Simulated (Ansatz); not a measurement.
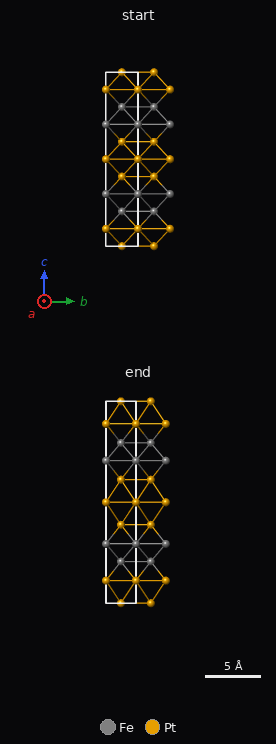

The structure of solid Fe$_{2}$Pt$_{3}$ (a generated structure, set up in Fmmm) (coarse preliminary run) before (top) and after (bottom) a relaxation, at one scale.

A ball-and-stick model of the conventional cell (2 times the calculation's cell), repeated 1 × 2 × 1 with one cell outlined, seen along the a axis. Lengths and directions refer to the drawn axes.

Method: DFT PBE, scalar-relativistic, plane waves, PAW in Ansatz.

The input:
```yaml
crystal:
  lattice:
    - [0.0, 2.11183647, 8.05162893]
    - [2.08672631, 0.0, 8.05162893]
    - [2.08672631, 2.11183647, 0.0]
  atoms:
    - { symbol: Fe, position: [0.7, 0.7, 0.3], spin: 4.0 }
    - { symbol: Fe, position: [0.3, 0.3, 0.7], spin: 4.0 }
    - { symbol: Pt, position: [0.1, 0.1, 0.9] }
    - { symbol: Pt, position: [0.5, 0.5, 0.5] }
    - { symbol: Pt, position: [0.9, 0.9, 0.1] }
basis:
  ecutwfc: 420
kpoints:
  mp_grid: { grid: [6, 6, 6] }
hamiltonian:
  xc: pbe
scf:
  occupations: { method: gaussian, width: 0.1 }
  lower_state_search: "off"
output:
  forces: true
  stress: true
  eigenvalues: true
  populations: true
magnetization:
  spin_polarized: true
relax:
  adjacent_minimum: "off"
  f_tol: 0.04
  max_steps: 70
  cell: { stress_tol: 0.4 }
```

Command:
```bash
ansatz run input.yaml --threads 4 --pin off --max-ram 8192MiB --backend cpu --events-out ev --progress --plain --runs-dir out
```

Q: Summarise the run.

A: Over 10 accepted moves (13 points after the start) the energy falls by 1.073 eV per cell of the calculation. Largest force component: 2.7 eV/Å at the start, 0.033 eV/Å at the end. The pressure goes from 10.21 to 0.05 GPa. The line search rejected the trial step at point 7 of the run. At 2 points the geometry stayed and the basis and grid were re-selected for the new cell (energy shift of 23.0 meV per cell of the calculation at most each time). The largest moves relative to the cell, 0.22 Å, are those of Pt3 and Pt5. Pt3 goes along +c. Largest moves by element: Pt 0.22 Å, Fe 0.12 Å. Cell: a = b 2.969 → 2.767 Å (−6.8 %), c 16.103 → 18.686 Å (+16.0 %), γ 90.7° → 90.0°. Volume +0.8 %. Some distances before and after: Pt3–Pt4 2.636 → 2.860 Å, Pt3–Pt3 2.969 → 2.767 Å, Fe1–Fe1 2.969 → 2.767 Å, Fe1–Fe2 2.656 → 2.552 Å. The space group (tolerance 0.01 Å) goes from Fmmm (No. 69) to I4/mmm (No. 139). The run took 2.8 min on 4 threads of AMD EPYC (Zen 3) (shared host), peak memory 0.65 GiB.
